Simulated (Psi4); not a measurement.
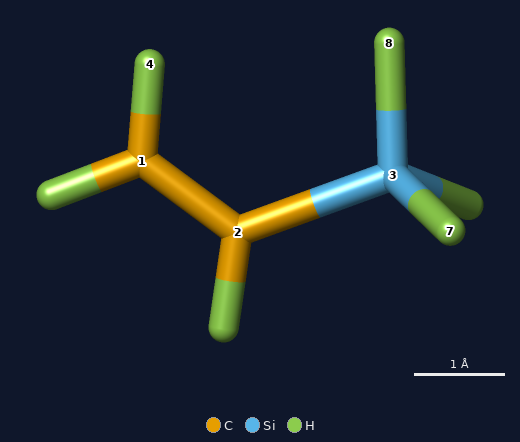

The input geometry (stick view, seen at a tilt; atoms are numbered from 1 in the order of the input). Bond lengths as drawn: C–C 1.33 Å, C–H 1.09 Å, C–Si 1.86 Å and H–Si 1.49 Å.

**Single-point calculation, with input and output: C$_{2}$H$_{6}$Si**

- system: C$_{2}$H$_{6}$Si, SMILES C=C[SiH3]
- method: CAM-B3LYP/6-311+G**, RKS (Psi4 1.11)

The geometry comes from this level: PBE0-D4/def2-TZVP.

## Output
```
h
    h
    h

    -----------------------------------------------------------------------

    Memory:     1.5 GiB
    Threads:    1
                ecpint, einsums, f̶o̶r̶t̶e̶, gauxc, gcp, g̶d̶m̶a̶, geometric, g̶p̶u̶_̶d̶f̶c̶c̶,
                i̶n̶t̶e̶g̶r̶a̶t̶o̶r̶x̶x̶, i̶p̶i̶, libefp, m̶d̶i̶, m̶p̶2̶d̶, m̶r̶c̶c̶, ooo,
                o̶p̶e̶n̶f̶e̶r̶m̶i̶o̶n̶p̶s̶i̶4̶, pcmsolver, p̶s̶i̶4̶f̶o̶c̶k̶c̶i̶, p̶s̶i̶x̶a̶s̶,
                p̶y̶e̶i̶n̶s̶u̶m̶s̶, r̶e̶s̶p̶, s̶i̶m̶i̶n̶t̶, s̶n̶s̶m̶p̶2̶,
                v̶2̶r̶d̶m̶_̶c̶a̶s̶s̶c̶f̶

   => Loading Basis Set <=

    Name: 6-311+G**
    Role: ORBITAL
    Keyword: BASIS

         ---------------------------------------------------------
                                   SCF
                              RKS Reference
                        1 Threads,   1525 MiB Core
         ---------------------------------------------------------

  ==> Geometry <==

    Molecular point group: c1
    Full point group: C1

    Geometry (in Angstrom), charge = 0, multiplicity = 1:

       Center              X                  Y                   Z               Mass
    ------------   -----------------  -----------------  -----------------  -----------------
         C           -0.827089773683     1.004361142218    -1.194815719193    12.000000000000
         C           -0.184689773683     0.846661142218    -0.040915719193    12.000000000000
         SI           0.447210226317    -0.797838857782     0.553584280807    27.976926534650
         H           -1.019089773683     0.167161142218    -1.860415719193     1.007825032230
         H           -1.190089773683     1.972761142218    -1.528015719193     1.007825032230
         H           -0.023989773683     1.726161142218     0.581084280807     1.007825032230
         H            1.922410226317    -0.759738857782     0.747284280807     1.007825032230
         H            0.110010226317    -1.838238857782    -0.453815719193     1.007825032230
         H           -0.166589773683    -1.160138857782     1.860184280807     1.007825032230

  Running in c1 symmetry.

  Rotational constants: A =      1.14623  B =      0.17629  C =      0.16128 [cm^-1]
  Rotational constants: A =  34363.08771  B =   5284.91895  C =   4834.96981 [MHz]
  Nuclear repulsion =   98.321908362882866

  Charge       = 0
  Multiplicity = 1
  Electrons    = 32
  Nalpha       = 16
  Nbeta        = 16

  ==> Algorithm <==

  SCF Algorithm Type is PK.
  DIIS enabled.
  MOM disabled.
  Fractional occupation disabled.
  Guess Type is SAD.
  Energy threshold   = 1.00e-06
  Density threshold  = 1.00e-06
  Integral threshold = 1.00e-12

  ==> Primary Basis <==

  Basis Set: 6-311+G**
    Blend: 6-311+G**
    Number of shells: 58
    Number of basis functions: 110
    Number of Cartesian functions: 113
    Spherical Harmonics?: true
    Max angular momentum: 2

  ==> DFT Potential <==

   => LibXC <=

    Version 7.1.2

   => Composite Functional: CAM-B3LYP <=

    CAM-B3LYP Hyb-GGA Exchange-Correlation Functional

    Deriv               =              1
    GGA                 =           TRUE
    Meta                =          FALSE

    Exchange Hybrid     =           TRUE
    MP2 Hybrid          =          FALSE

   => Exchange Functionals <=

    0.3500         Becke 88 [omega = 0.3300]
    0.4600   Short-range recipe for B88 functional - erf [omega = 0.3300]

   => Exact (HF) Exchange <=

    0.4600            HF,LR [omega = 0.3300]
    0.1900               HF

   => Correlation Functionals <=

    0.1900   Vosko, Wilk & Nusair (VWN5)
    0.8100   Lee, Yang & Parr

   => LibXC Density Thresholds  <==

    XC_HYB_GGA_XC_CAM_B3LYP:  1.00E-14

   => Molecular Quadrature <=

    Radial Scheme          =       TREUTLER
    Pruning Scheme         =           NONE
    Nuclear Scheme         =       TREUTLER

    Blocking Scheme        =         OCTREE
    BS radius alpha        =              1
    Pruning alpha          =              1
    Radial Points          =             15
    Spherical Points       =             26
    Total Points           =           3448
    Total Blocks           =             44
    Max Points             =            216
    Max Functions          =            109
    Weights Tolerance      =       1.00E-15

  ==> Integral Setup <==

  Using in-core PK algorithm.
   Calculation information:
      Number of atoms:                   9
      Number of AO shells:              58
      Number of primitives:             99
      Number of atomic orbitals:       113
      Number of basis functions:       110

      Integral cutoff                 1.00e-12
      Number of threads:                 1

  Performing in-core PK
  Using 55915695 doubles for integral storage.
  We computed 1338031 shell quartets total.
  Whereas there are 1464616 unique shell quartets.

  Computing range-separated integrals for PK
  We computed 1338031 wK shell quartets total.
  Whereas there are 1464616 wK unique shell quartets.

  ==> DiskJK: Disk-Based J/K Matrices <==

    J tasked:                  Yes
    K tasked:                  Yes
    wK tasked:                 Yes
    Omega:               3.300E-01
    Memory [MiB]:             1134
    Schwarz Cutoff:          1E-12

  Cached 100.0% of DFT collocation blocks in 0.010 [GiB].

  Minimum eigenvalue in the overlap matrix is 8.8799392791E-05.
  Reciprocal condition number of the overlap matrix is 1.0844909077E-05.
    Using symmetric orthogonalization.

  ==> Pre-Iterations <==

  SCF Guess: Superposition of Atomic Densities via on-the-fly atomic UHF (no occupation information).

   -------------------------
    Irrep   Nso     Nmo
   -------------------------
     A        110     110
   -------------------------
    Total     110     110
   -------------------------

  ==> Iterations <==

                        Total Energy        Delta E     RMS |[F,P]|

   @RKS iter SAD:  -368.51370389904184   -3.68514e+02   0.00000e+00
   @RKS iter   1:  -369.03273251270599   -5.19029e-01   6.21216e-03 ADIIS/DIIS
   @RKS iter   2:  -369.06585542763986   -3.31229e-02   5.42276e-03 ADIIS/DIIS
   @RKS iter   3:  -369.25578667584716   -1.89931e-01   5.20647e-04 ADIIS/DIIS
   @RKS iter   4:  -369.25700834594932   -1.22167e-03   2.08740e-04 ADIIS/DIIS
   @RKS iter   5:  -369.25719615329280   -1.87807e-04   9.12849e-05 DIIS
   @RKS iter   6:  -369.25724496636241   -4.88131e-05   8.55828e-06 DIIS
   @RKS iter   7:  -369.25724581488299   -8.48521e-07   1.40632e-06 DIIS
   @RKS iter   8:  -369.25724584200958   -2.71266e-08   3.20095e-07 DIIS
  Energy and wave function converged.

  ==> Post-Iterations <==

   Electrons on quadrature grid:
      Ntotal   =   32.0305404084 ; deviation = 3.054e-02

    Orbital Energies [Eh]
    ---------------------

    Doubly Occupied:

       1A    -66.180921     2A    -10.254678     3A    -10.243014
       4A     -5.344688     5A     -3.703840     6A     -3.702877
       7A     -3.702630     8A     -0.854509     9A     -0.670701
      10A     -0.602086    11A     -0.531519    12A     -0.479457
      13A     -0.418437    14A     -0.407359    15A     -0.384343
      16A     -0.342002

    Virtual:

      17A      0.023054    18A      0.026716    19A      0.041799
      20A      0.047824    21A      0.060836    22A      0.064691
      23A      0.080673    24A      0.090108    25A      0.093204
      26A      0.107521    27A      0.114685    28A      0.135740
      29A      0.139403    30A      0.166594    31A      0.175245
      32A      0.181668    33A      0.193807    34A      0.222210
      35A      0.237632    36A      0.290065    37A      0.308057
      38A      0.308139    39A      0.368953    40A      0.380184
      41A      0.407888    42A      0.429461    43A      0.475684
      44A      0.500536    45A      0.526515    46A      0.574739
      47A      0.579916    48A      0.582141    49A      0.620570
      50A      0.684170    51A      0.712618    52A      0.720758
      53A      0.769100    54A      0.820951    55A      0.836018
      56A      0.859964    57A      0.912876    58A      0.914539
      59A      0.931177    60A      1.005233    61A      1.093638
      62A      1.157462    63A      1.259425    64A      1.273081
      65A      1.328728    66A      1.331265    67A      1.355023
      68A      1.432305    69A      1.521575    70A      1.539981
      71A      1.570670    72A      1.603046    73A      1.674040
      74A      1.677992    75A      1.679148    76A      1.735447
      77A      1.766279    78A      1.779202    79A      1.856577
      80A      1.951291    81A      1.961901    82A      2.120712
      83A      2.142812    84A      2.160110    85A      2.160440
      86A      2.221003    87A      2.241988    88A      2.315679
      89A      2.471155    90A      2.610005    91A      2.667403
      92A      2.679108    93A      2.718214    94A      2.746099
      95A      2.748208    96A      2.777839    97A      2.803559
      98A      2.965099    99A      3.054341   100A      3.321833
     101A      3.561143   102A      3.800194   103A      4.101663
     104A      5.710016   105A     11.538059   106A     11.552223
     107A     11.590542   108A     23.732571   109A     24.308819
     110A    141.626928

    Final Occupation by Irrep:
              A
    DOCC [    16 ]
    NA   [    16 ]
    NB   [    16 ]

  @RKS Final Energy:  -369.25724584200958

   => Energetics <=

    Nuclear Repulsion Energy =             98.3219083628828656
    One-Electron Energy =                -702.2158633059867725
    Two-Electron Energy =                 259.8275768008011823
    DFT Exchange-Correlation Energy =     -25.1908676997067928
    Empirical Dispersion Energy =           0.0000000000000000
    VV10 Nonlocal Energy =                  0.0000000000000000
    Total Energy =                       -369.2572458420095813

Computation Completed

Properties will be evaluated at   0.000000,   0.000000,   0.000000 [a0]

Properties computed using the SCF density matrix

 Multipole Moments:

 ------------------------------------------------------------------------------------
     Multipole            Electronic (a.u.)      Nuclear  (a.u.)        Total (a.u.)
 ------------------------------------------------------------------------------------

 L = 1.  Multiply by 2.5417464519 to convert [e a0] to [Debye]
 Dipole X            :          0.2365664           -0.3346190           -0.0980526
 Dipole Y            :          0.1395868            0.0838217            0.2234086
 Dipole Z            :          0.4965158           -0.6007496           -0.1042338
 Magnitude           :                                                    0.2653119

 ------------------------------------------------------------------------------------

	total time  =          6 seconds =       0.10 minutes
```

## Standard output
```
CAM-B3LYP energy: -369.2572458420 Eh
```

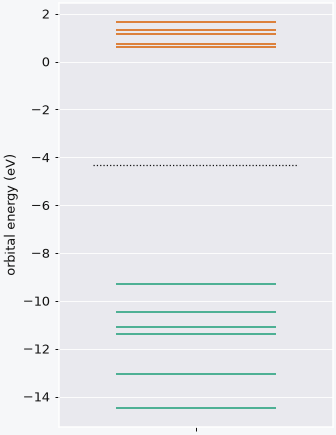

Orbital energies near the frontier; the dotted line parts filled from empty levels, and levels within 0.02 eV of each other stand side by side. Highest filled −9.31 eV, lowest empty 0.63 eV, 9.94 eV apart.

The run was set up as follows.

## Input (c2h6si.py)
```python
import psi4

psi4.set_memory('1600 MB')
psi4.set_num_threads(1)
psi4.set_output_file('run.log', False)

mol = psi4.geometry("""
0 1
C     -0.713700     0.870200    -1.048300
C     -0.071300     0.712500     0.105600
Si     0.560600    -0.932000     0.700100
H     -0.905700     0.033000    -1.713900
H     -1.076700     1.838600    -1.381500
H      0.089400     1.592000     0.727600
H      2.035800    -0.893900     0.893800
H      0.223400    -1.972400    -0.307300
H     -0.053200    -1.294300     2.006700
symmetry c1
""")

options = {'basis': '6-311+G**', 'reference': 'rks', 'puream': True, 'scf_type': 'pk', 'dft_radial_points': 15, 'dft_spherical_points': 26}
psi4.set_options(options)

result, w = psi4.energy("CAM-B3LYP", return_wfn=True)
print(f'CAM-B3LYP energy: {result:.10f} Eh')
```

Run as:
```bash
python c2h6si.py
```

## Summary

- outcome: converged
- total energy: −369.257246 hartree
- basis functions: 110
- HOMO: −9.31 eV
- LUMO: 0.63 eV
- dipole moment: 0.67 D
- hardware: 1 thread of Intel Xeon (Sapphire Rapids), 16 GiB of memory available, shared host
- wall time: 6.9 s
- peak memory: 0.62 GiB

## Remarks

These settings are looser than, or depart from, a standard set-up, so the numbers are not reference values for this system.
